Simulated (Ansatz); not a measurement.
# Na on Ti(0001): change of the work function, part 2 of 4

Aim: the work function of Ti(0001) at several coverages of Na (fcc site), and the dipole that each adsorbate carries.

Ansatz 0.2.0; plane-wave DFT, PBE, Ansatz PAW.

So far, work function, upper face (eV): step 2 (the clean slab) 4.37.

### 3. Adsorbate added, k-mesh 4×4×1, coverage 0.111 ML

System of this step: Na/Ti(0001). The cell holds 37 atoms: 36 Ti and 1 Na. Its edges and angles: a = 8.850 Å, b = 8.850 Å, c = 27.815 Å, α = 90.0°, β = 90.0°, γ = 60.0°. Vacuum lies along c.

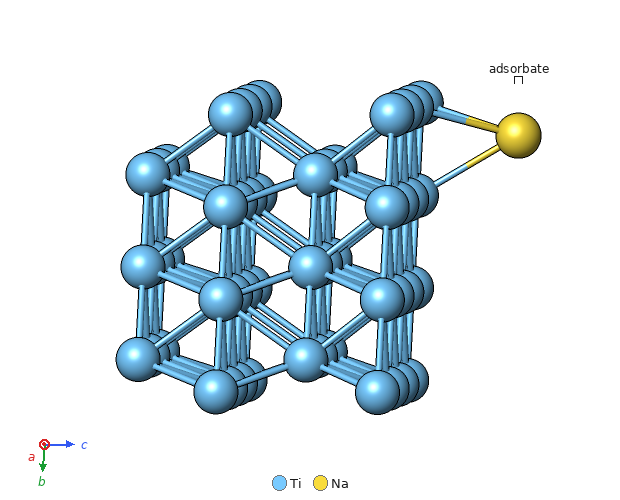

The cell of this step (titanium blue, sodium yellow). Some periodic images of atoms are drawn too.

The clean slab as it ended is repeated in the plane and the adsorbate is set on one face; the cell's size fixes the coverage, and the k-mesh shrinks with it to keep the sampling density about even. Adsorbate and upper layers relax, since the dipole depends on the height.

Input file input.yaml:

```yaml
crystal:
  lattice:
    - [8.8500000001, 0.0, 0.0]
    - [4.425, 7.6643248235, 0.0]
    - [0.0, 0.0, 27.8150629669]
  atoms:
    - { symbol: Ti, position: [0.2222222222, 0.2222222222, 0.3235656885] }
    - { symbol: Ti, position: [0.0, 0.0, 0.4077754565] }
    - { symbol: Ti, position: [0.2222222222, 0.2222222222, 0.4944300801] }
    - { symbol: Ti, position: [0.0, 0.0, 0.572397722] }
    - { symbol: Ti, position: [0.2222222222, 0.5555555556, 0.3235656885] }
    - { symbol: Ti, position: [0.0, 0.3333333333, 0.4077754565] }
    - { symbol: Ti, position: [0.2222222222, 0.5555555556, 0.4944300801] }
    - { symbol: Ti, position: [0.0, 0.3333333333, 0.572397722] }
    - { symbol: Ti, position: [0.2222222222, 0.8888888889, 0.3235656885] }
    - { symbol: Ti, position: [0.0, 0.6666666667, 0.4077754565] }
    - { symbol: Ti, position: [0.2222222222, 0.8888888889, 0.4944300801] }
    - { symbol: Ti, position: [0.0, 0.6666666667, 0.572397722] }
    - { symbol: Ti, position: [0.5555555556, 0.2222222222, 0.3235656885] }
    - { symbol: Ti, position: [0.3333333333, 0.0, 0.4077754565] }
    - { symbol: Ti, position: [0.5555555556, 0.2222222222, 0.4944300801] }
    - { symbol: Ti, position: [0.3333333333, 0.0, 0.572397722] }
    - { symbol: Ti, position: [0.5555555556, 0.5555555556, 0.3235656885] }
    - { symbol: Ti, position: [0.3333333333, 0.3333333333, 0.4077754565] }
    - { symbol: Ti, position: [0.5555555556, 0.5555555556, 0.4944300801] }
    - { symbol: Ti, position: [0.3333333333, 0.3333333333, 0.572397722] }
    - { symbol: Ti, position: [0.5555555556, 0.8888888889, 0.3235656885] }
    - { symbol: Ti, position: [0.3333333333, 0.6666666667, 0.4077754565] }
    - { symbol: Ti, position: [0.5555555556, 0.8888888889, 0.4944300801] }
    - { symbol: Ti, position: [0.3333333333, 0.6666666667, 0.572397722] }
    - { symbol: Ti, position: [0.8888888889, 0.2222222222, 0.3235656885] }
    - { symbol: Ti, position: [0.6666666667, 0.0, 0.4077754565] }
    - { symbol: Ti, position: [0.8888888889, 0.2222222222, 0.4944300801] }
    - { symbol: Ti, position: [0.6666666667, 0.0, 0.572397722] }
    - { symbol: Ti, position: [0.8888888889, 0.5555555556, 0.3235656885] }
    - { symbol: Ti, position: [0.6666666667, 0.3333333333, 0.4077754565] }
    - { symbol: Ti, position: [0.8888888889, 0.5555555556, 0.4944300801] }
    - { symbol: Ti, position: [0.6666666667, 0.3333333333, 0.572397722] }
    - { symbol: Ti, position: [0.8888888889, 0.8888888889, 0.3235656885] }
    - { symbol: Ti, position: [0.6666666667, 0.6666666667, 0.4077754565] }
    - { symbol: Ti, position: [0.8888888889, 0.8888888889, 0.4944300801] }
    - { symbol: Ti, position: [0.6666666667, 0.6666666667, 0.572397722] }
    - { symbol: Na, position: [0.1111111111, 0.1111111111, 0.6764343115] }
kpoints:
  mp_grid: { grid: [4, 4, 1] }
hamiltonian:
  xc: pbe
scf:
  occupations: { method: fermi_dirac, width: 0.1 }
  convergence: { dr2_threshold: 1.0e-08 }
efield:
  axis: 3
  dipole_correction: true
  ramp_position: 0.97
  ramp_width: 0.06
relax:
  f_tol: 0.02
  max_steps: 60
  constraints:
    - { sites: [0, 1, 4, 5, 8, 9, 12, 13, 16, 17, 20, 21, 24, 25, 28, 29, 32, 33] }
output:
  write_potential: true
  write_density: true
  volumetric_format: npy
```

Launch:

```sh
$ ansatz run input.yaml --threads 4 --pin off --max-ram 16384MiB --backend cpu --events-out ev --progress --plain --runs-dir out
```

Numbers of over 12 decimals in the logs are rounded to 6 here.

What it wrote:

```text
[...]
Crystal: 37 atoms, lattice volume = 1886.676 Å³
Basis set: ecut = 420 eV, 36903 PW (Γ), exchange–correlation on 120×120×384 points (8 copies of the dense FFT grid, shifted against one another)
Bands: 265, of which v1, the nominal top of the filled ones, is band 221 counted from 1 (220 counted from 0)
Symmetry: 6 space group operations
[...]
k-points: 4 of 16 (time reversal used)
[...]
SCF iter   1: F=—  HF=-91459.177383 eV  |F-HF|=—  |Δ(HF+E_count)|=         —  Δρ=6.06e-3  dr2=5.21e0  ethr=1.77e-3  p=0.556 e·Å  D=5.33e-2 V/Å  ΔV_dip=-1.48 eV  dr2_dipole=1.38e0  V_vac-E_F(+/−)=2.61/4.09 eV  ⟨swp⟩=11.0  Hψ=5337  notcnv=0
[...]
SCF iter  11: F=-91459.076080 eV  HF=-91459.076080 eV  |F-HF|=4.44e-9  |Δ(HF+E_count)|=   9.04e-8  Δρ=2.85e-7  dr2=2.00e-9  ethr=2.27e-12  p=0.551 e·Å  D=5.29e-2 V/Å  ΔV_dip=-1.47 eV  dr2_dipole=5.95e-13  V_vac-E_F(+/−)=2.95/4.42 eV  ⟨swp⟩=24.8  Hψ=11316  notcnv=0
SCF 1 converged in 11 iterations: F = -91459.076080 eV  dr2 = 2.00e-9
[...]
relax step   1: F+E_penalty+E_count = -91459.07608008 eV  Δ(F+E_penalty+E_count) = +0.000e0 eV  max|allowed force component| = 1.276e-1 eV/Å  Δτ_max = 0.0000 Å  (11 SCF iters, accepted)
[...]
SCF iter  10: F=-91459.102286 eV  HF=-91459.102286 eV  |F-HF|=5.34e-9  |Δ(HF+E_count)|=   2.76e-8  Δρ=1.60e-7  dr2=1.04e-9  ethr=2.27e-12  p=0.533 e·Å  D=5.11e-2 V/Å  ΔV_dip=-1.42 eV  dr2_dipole=4.01e-12  V_vac-E_F(+/−)=3.00/4.42 eV  ⟨swp⟩=12.2  Hψ=6430  notcnv=0
SCF 2 converged in 10 iterations: F = -91459.102286 eV  dr2 = 1.04e-9
relax step   2: F+E_penalty+E_count = -91459.10228643 eV  Δ(F+E_penalty+E_count) = -2.621e-2 eV  max|allowed force component| = 1.037e-1 eV/Å  Δτ_max = 0.0740 Å  (10 SCF iters, accepted)
SCF iter   1: F=—  HF=-91459.110083 eV  |F-HF|=—  |Δ(HF+E_count)|=         —  Δρ=1.05e-3  dr2=2.57e-1  ethr=9.89e-5  p=0.533 e·Å  D=5.11e-2 V/Å  ΔV_dip=-1.42 eV  dr2_dipole=5.23e-2  V_vac-E_F(+/−)=3.00/4.42 eV  ⟨swp⟩=2.0  Hψ=1642  notcnv=0
[...]
SCF iter   9: F=-91459.106686 eV  HF=-91459.106686 eV  |F-HF|=4.45e-9  |Δ(HF+E_count)|=   2.39e-8  Δρ=1.44e-7  dr2=8.33e-10  ethr=2.27e-12  p=0.525 e·Å  D=5.04e-2 V/Å  ΔV_dip=-1.40 eV  dr2_dipole=3.25e-11  V_vac-E_F(+/−)=3.02/4.42 eV  ⟨swp⟩=13.5  Hψ=7338  notcnv=0
SCF 3 converged in 9 iterations: F = -91459.106686 eV  dr2 = 8.33e-10
relax step   3: F+E_penalty+E_count = -91459.10668592 eV  Δ(F+E_penalty+E_count) = -4.399e-3 eV  max|allowed force component| = 5.096e-2 eV/Å  Δτ_max = 0.0151 Å  (9 SCF iters, accepted)
SCF iter   1: F=—  HF=-91459.106345 eV  |F-HF|=—  |Δ(HF+E_count)|=         —  Δρ=2.85e-4  dr2=1.05e-2  ethr=2.74e-4  p=0.525 e·Å  D=5.04e-2 V/Å  ΔV_dip=-1.40 eV  dr2_dipole=1.77e-3  V_vac-E_F(+/−)=3.02/4.42 eV  ⟨swp⟩=1.0  Hψ=1252  notcnv=0
[...]
SCF iter   7: F=-91459.107447 eV  HF=-91459.107447 eV  |F-HF|=2.17e-8  |Δ(HF+E_count)|=   1.23e-7  Δρ=4.11e-7  dr2=3.79e-9  ethr=2.27e-12  p=0.517 e·Å  D=4.96e-2 V/Å  ΔV_dip=-1.38 eV  dr2_dipole=4.70e-11  V_vac-E_F(+/−)=3.04/4.42 eV  ⟨swp⟩=14.5  Hψ=9536  notcnv=0
SCF 4 converged in 7 iterations: F = -91459.107447 eV  dr2 = 3.79e-9
relax step   4: F+E_penalty+E_count = -91459.10744749 eV  Δ(F+E_penalty+E_count) = -7.616e-4 eV  max|allowed force component| = 4.535e-3 eV/Å  Δτ_max = 0.0248 Å  (7 SCF iters, accepted)
NSCF: frozen V_eff on 4 k-points
[...]
WARN: The output density's exchange-correlation potential varies sharply where the density is thin. Do not read a vacuum level from v_tot or v_xc, or from such a field of the output density. On a cell that repeats whose density bears no net charge and no dipole along the vacuum's axis use v_es (v_loc + v_h of the components); under efield.dipole_correction with no amplitude use v_es + v_field, which holds any externa [...]
SCF converged after 7 iterations
Free energy (F): -91459.107447 eV
[...]
Internal energy: -91456.870365 eV  (E = F + TS)
E sigma→0 (E₀):  -91457.988906 eV
Entropy (-TS):   -2.237082 eV (-60.462 meV/atom)
Fermi energy:    2.133316 eV
Dipole field:    D = 0.049617 V/Å  (p = 0.517328 e·Å, saw-weighted, corrected)
Work function:   Φ+ = 3.0386 eV   Φ− = 4.4187 eV
[...]
--- Forces (eV/Å), atoms counted from 1 ---
  atom   1  Ti    -0.00931048    -0.00537541     0.58469284
  atom   2  Ti     0.00219604     0.00126788    -0.62609518
  atom   3  Ti     0.00340975     0.00196862    -0.00387738
  atom   4  Ti     0.00145757     0.00084153     0.00054672
  atom   5  Ti    -0.00529016     0.00305427     0.60980886
  atom   6  Ti     0.00000000    -0.00253577    -0.62609518
  atom   7  Ti    -0.00389890     0.00225103    -0.00084525
  atom   8  Ti     0.00000000    -0.00168305     0.00054672
  atom   9  Ti    -0.00000000     0.01075082     0.58469284
  atom  10  Ti     0.03556483    -0.02053336    -0.57151772
  atom  11  Ti     0.00000000    -0.00393724    -0.00387738
  atom  12  Ti     0.00130697    -0.00075458     0.00156779
  atom  13  Ti     0.00000000    -0.00610855     0.60980886
  atom  14  Ti    -0.00219604     0.00126788    -0.62609518
  atom  15  Ti     0.00000000    -0.00450206    -0.00084525
  atom  16  Ti    -0.00145757     0.00084153     0.00054672
  atom  17  Ti     0.00529016     0.00305427     0.60980886
  atom  18  Ti     0.02559612     0.01477793    -0.58907515
  atom  19  Ti     0.00389890     0.00225103    -0.00084525
  atom  20  Ti    -0.00209190    -0.00120776     0.00144411
  atom  21  Ti    -0.00559308     0.00322917     0.59409945
  atom  22  Ti     0.00000000    -0.02955586    -0.58907515
  atom  23  Ti    -0.00392712     0.00226732    -0.00008381
  atom  24  Ti    -0.00000000     0.00241552     0.00144411
  atom  25  Ti     0.00931048    -0.00537541     0.58469284
  atom  26  Ti    -0.00000000     0.04106672    -0.57151772
  atom  27  Ti    -0.00340975     0.00196862    -0.00387738
  atom  28  Ti    -0.00000000     0.00150916     0.00156779
  atom  29  Ti     0.00000000    -0.00645833     0.59409945
  atom  30  Ti    -0.02559612     0.01477793    -0.58907515
  atom  31  Ti     0.00000000    -0.00453464    -0.00008381
  atom  32  Ti     0.00209190    -0.00120776     0.00144411
  atom  33  Ti     0.00559308     0.00322917     0.59409945
  atom  34  Ti    -0.03556483    -0.02053336    -0.57151772
  atom  35  Ti     0.00392712     0.00226732    -0.00008381
  atom  36  Ti    -0.00130697    -0.00075458     0.00156779
  atom  37  Na    -0.00000000    -0.00000000    -0.00200379
  max |Σ_I F_I| component: 7.96e-6 eV/Å
--- Band table (eV) ---
  k-point 0: bands = [... 217 lower, 2.1086, 2.1086, 2.1141, 2.1866, 2.2084, 2.2084, 2.2161, 2.2161, ... 40 higher]
  k-point 1: bands = [... 217 lower, 2.0757, 2.0778, 2.1158, 2.1240, 2.1432, 2.2081, 2.2191, 2.2345, ... 40 higher]
  k-point 2: bands = [... 217 lower, 2.0441, 2.0526, 2.1521, 2.1538, 2.1547, 2.1591, 2.2316, 2.2511, ... 40 higher]
  k-point 3: bands = [... 217 lower, 2.0317, 2.0681, 2.1352, 2.1413, 2.1495, 2.2032, 2.2111, 2.2186, ... 40 higher]
--- Relaxed structure (4 steps of the walk, 4 accepted, 0 SCFs on fresh bases) ---
  F+E_penalty+E_count = -91459.10744749 eV   max|allowed force component| = 4.535e-3 eV/Å
  atoms:
    - { symbol: Ti, position: [0.222222, 0.222222, 0.323566] }
    - { symbol: Ti, position: [1.1111101403313757e-11, 1.1111101403313758e-11, 0.407775] }
    - { symbol: Ti, position: [0.223173, 0.223173, 0.493168] }
    - { symbol: Ti, position: [0.000370848, 0.000370848, 0.570700] }
    - { symbol: Ti, position: [0.222222, 0.555556, 0.323566] }
    - { symbol: Ti, position: [1.1111112030448567e-11, 0.333333, 0.407775] }
    - { symbol: Ti, position: [0.221936, 0.555699, 0.495240] }
    - { symbol: Ti, position: [0.000370848, 0.332592, 0.570700] }
    - { symbol: Ti, position: [0.222222, 0.888889, 0.323566] }
    - { symbol: Ti, position: [-2.2222279572048365e-11, 0.666667, 0.407775] }
    - { symbol: Ti, position: [0.223173, 0.886987, 0.493168] }
    - { symbol: Ti, position: [-0.00175762, 0.667545, 0.573393] }
    - { symbol: Ti, position: [0.555556, 0.222222, 0.323566] }
    - { symbol: Ti, position: [0.333333, 1.1111101403313755e-11, 0.407775] }
    - { symbol: Ti, position: [0.555699, 0.221936, 0.495240] }
    - { symbol: Ti, position: [0.332592, 0.000370848, 0.570700] }
    - { symbol: Ti, position: [0.555556, 0.555556, 0.323566] }
    - { symbol: Ti, position: [0.333333, 0.333333, 0.407775] }
    - { symbol: Ti, position: [0.555699, 0.555699, 0.495240] }
    - { symbol: Ti, position: [0.331588, 0.331588, 0.573424] }
    - { symbol: Ti, position: [0.555556, 0.888889, 0.323566] }
    - { symbol: Ti, position: [0.333333, 0.666667, 0.407775] }
    - { symbol: Ti, position: [0.558332, 0.887501, 0.493734] }
    - { symbol: Ti, position: [0.331588, 0.670157, 0.573424] }
    - { symbol: Ti, position: [0.888889, 0.222222, 0.323566] }
    - { symbol: Ti, position: [0.666667, -2.222223468803194e-11, 0.407775] }
    - { symbol: Ti, position: [0.886987, 0.223173, 0.493168] }
    - { symbol: Ti, position: [0.667545, -0.00175762, 0.573393] }
    - { symbol: Ti, position: [0.888889, 0.555556, 0.323566] }
    - { symbol: Ti, position: [0.666667, 0.333333, 0.407775] }
    - { symbol: Ti, position: [0.887501, 0.558332, 0.493734] }
    - { symbol: Ti, position: [0.670157, 0.331588, 0.573424] }
    - { symbol: Ti, position: [0.888889, 0.888889, 0.323566] }
    - { symbol: Ti, position: [0.666667, 0.666667, 0.407775] }
    - { symbol: Ti, position: [0.887501, 0.887501, 0.493734] }
    - { symbol: Ti, position: [0.667545, 0.667545, 0.573393] }
    - { symbol: Na, position: [0.111111, 0.111111, 0.672340] }
```

The job ended after 9.1 min (4 threads of Arm Neoverse V1, shared host; peak memory 8.1 GiB; 26 min of CPU time).

The steps of the relaxation:

```tsv
step	energy less that of the first step (eV)	largest force component (eV/Å)
1	0.0000	0.1276
2	-0.0262	0.1037
3	-0.0306	0.0510
4	-0.0314	0.0045
```

The run keeps the 6 symmetry operations that it works with, so distortions that break them were not tested.

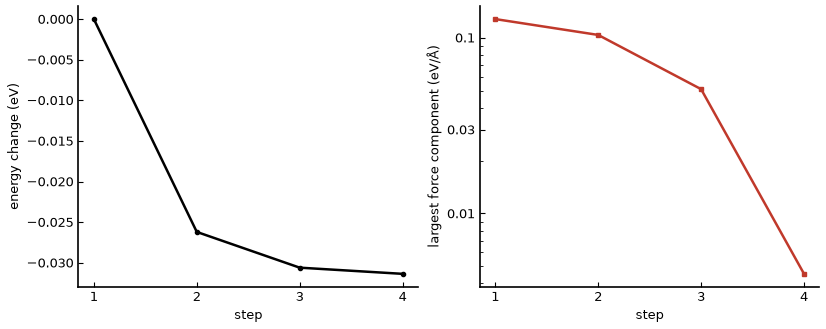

Energy and largest force along the relaxation.

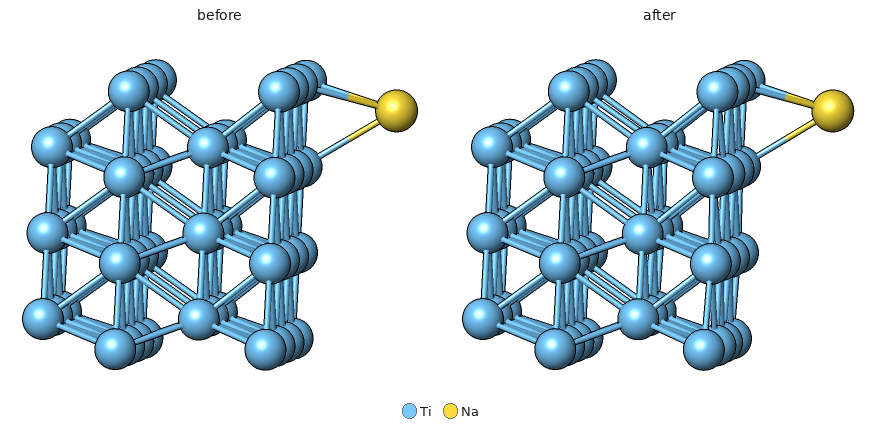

Before and after, at one scale.

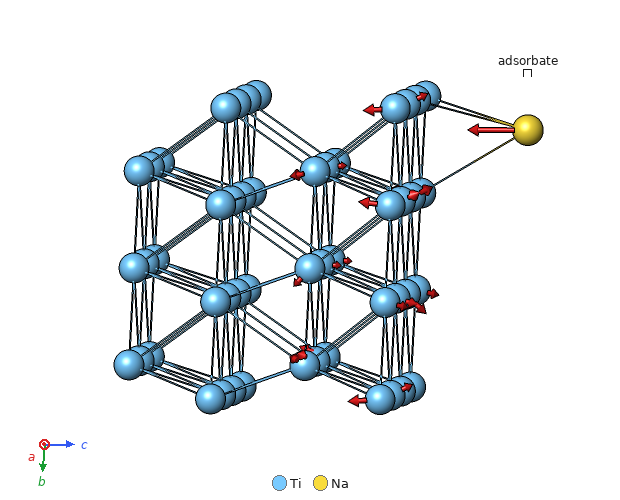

Displacements in the relaxation, exaggerated; the longest in the cell stands for 0.11 Å. Some periodic images of atoms are drawn too.

The atoms that moved most (Å):

```tsv
atom	dx	dy	dz	length
Na37	0.000	0.000	-0.114	0.114
Ti8	0.000	-0.006	-0.047	0.048
Ti16	-0.005	0.003	-0.047	0.048
Ti4	0.005	0.003	-0.047	0.048
Ti20	-0.023	-0.013	0.029	0.039
Ti32	0.023	-0.013	0.029	0.039
Ti24	0.000	0.027	0.029	0.039
Ti27	-0.013	0.007	-0.035	0.038
```

The relaxed structure:

```cif
data_structure
_symmetry_space_group_name_H-M 'P 1'
_symmetry_Int_Tables_number 1
_cell_length_a 8.8500
_cell_length_b 8.8500
_cell_length_c 27.8151
_cell_angle_alpha 90.000
_cell_angle_beta 90.000
_cell_angle_gamma 60.000
_cell_volume 1886.68
loop_
_atom_site_label
_atom_site_type_symbol
_atom_site_fract_x
_atom_site_fract_y
_atom_site_fract_z
_atom_site_occupancy
Ti1 Ti 0.22222 0.22222 0.32357 1
Ti2 Ti 0.00000 0.00000 0.40778 1
Ti3 Ti 0.22317 0.22317 0.49317 1
Ti4 Ti 0.00037 0.00037 0.57070 1
Ti5 Ti 0.22222 0.55556 0.32357 1
Ti6 Ti 0.00000 0.33333 0.40778 1
Ti7 Ti 0.22194 0.55570 0.49524 1
Ti8 Ti 0.00037 0.33259 0.57070 1
Ti9 Ti 0.22222 0.88889 0.32357 1
Ti10 Ti 0.00000 0.66667 0.40778 1
Ti11 Ti 0.22317 0.88699 0.49317 1
Ti12 Ti 0.99824 0.66755 0.57339 1
Ti13 Ti 0.55556 0.22222 0.32357 1
Ti14 Ti 0.33333 0.00000 0.40778 1
Ti15 Ti 0.55570 0.22194 0.49524 1
Ti16 Ti 0.33259 0.00037 0.57070 1
Ti17 Ti 0.55556 0.55556 0.32357 1
Ti18 Ti 0.33333 0.33333 0.40778 1
Ti19 Ti 0.55570 0.55570 0.49524 1
Ti20 Ti 0.33159 0.33159 0.57342 1
Ti21 Ti 0.55556 0.88889 0.32357 1
Ti22 Ti 0.33333 0.66667 0.40778 1
Ti23 Ti 0.55833 0.88750 0.49373 1
Ti24 Ti 0.33159 0.67016 0.57342 1
Ti25 Ti 0.88889 0.22222 0.32357 1
Ti26 Ti 0.66667 0.00000 0.40778 1
Ti27 Ti 0.88699 0.22317 0.49317 1
Ti28 Ti 0.66755 0.99824 0.57339 1
Ti29 Ti 0.88889 0.55556 0.32357 1
Ti30 Ti 0.66667 0.33333 0.40778 1
Ti31 Ti 0.88750 0.55833 0.49373 1
Ti32 Ti 0.67016 0.33159 0.57342 1
Ti33 Ti 0.88889 0.88889 0.32357 1
Ti34 Ti 0.66667 0.66667 0.40778 1
Ti35 Ti 0.88750 0.88750 0.49373 1
Ti36 Ti 0.66755 0.66755 0.57339 1
Na37 Na 0.11111 0.11111 0.67234 1
```

Numbers from this step:

- energy at zero smearing: -91457.9889 eV
- work function, upper face: 3.039 eV
- work function, lower face: 4.419 eV
- dipole along the normal: 0.5173 e·Å
- step between the vacuum levels: -1.380 eV

Running mean over 2.342 Å of the planar mean; the ramp of the sawtooth is left out. The electron's electrostatic potential energy less the Fermi level by z:

```tsv
z (Å)	electron's electrostatic potential energy less the Fermi level (eV)
4	4.42
6	4.24
8	-3.13
10	-6.59
12	-6.42
14	-6.92
16	-6.75
18	2.18
20	2.85
22	3.04
24	3.04
```

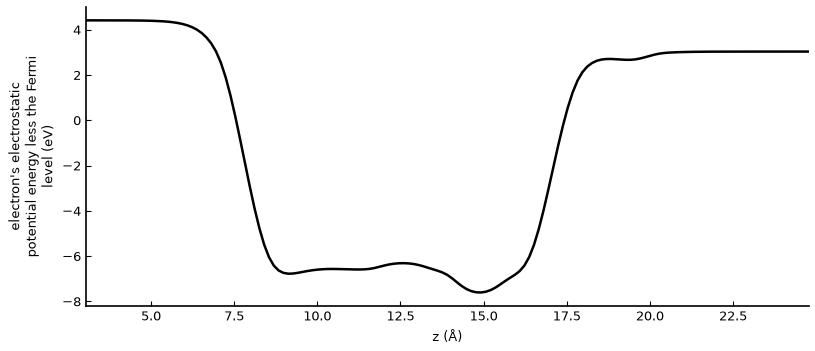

Electron's electrostatic potential energy less the Fermi level against z.

The relaxation took 4 steps and lowered the energy by 0.031 eV; the largest force on the free atoms ends at 0.0045 eV/Å.

The covered face has 3.04 eV, -1.33 eV against the clean one; the bare back face has moved by -0.00 eV, a measure of how thin the slab is.

[end of part 2 of 4]

[Logs are printed without paths, hosts, clocks, repeated set-up lines and the standing remarks that a program may print on its own settings, such as how far it seeks lower states.]

[Hosts, paths, dates, database ids (printed as entryN), source tags and the programs' standing remarks are cut or masked in the printed files.]

[Maps of the electrostatic potential energy from Ansatz leave out the sawtooth potential of an applied field or a dipole correction, so their vacuum need not be flat; planar profiles and work functions include it.]
